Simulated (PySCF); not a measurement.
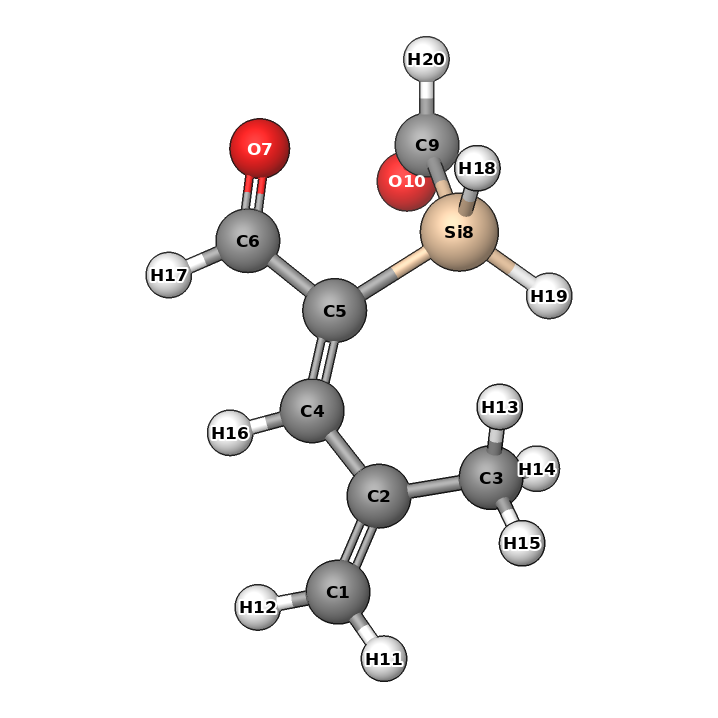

The computed structure is the end point of a GFN2-xTB optimisation. No frequency run is at hand to confirm it as a minimum. Electric field gradients from the ground-state density, PBE0/pcSseg-1 (PySCF 2.14.0), non-relativistic apart from any core potentials.

Give the largest field-gradient component, the quadrupole coupling constant and the asymmetry for 17O at O7 (Q = −25.6 mb), 17O at O10 (Q = −25.6 mb), 2H at H11 (Q = 2.86 mb), 2H at H12 (Q = 2.86 mb).

```csv
atom,V_zz (a.u.),e²qQ/h (MHz),η
O7,−1.820,10.95,0.44
O10,−2.071,12.46,0.56
H11,0.335,0.225,0.05
H12,0.334,0.224,0.06
```

The geometry is semi-empirical. Around Si such bond lengths and angles can be off by a tenth of an ångström or more and by several degrees, and values that hang on the shape move with them.
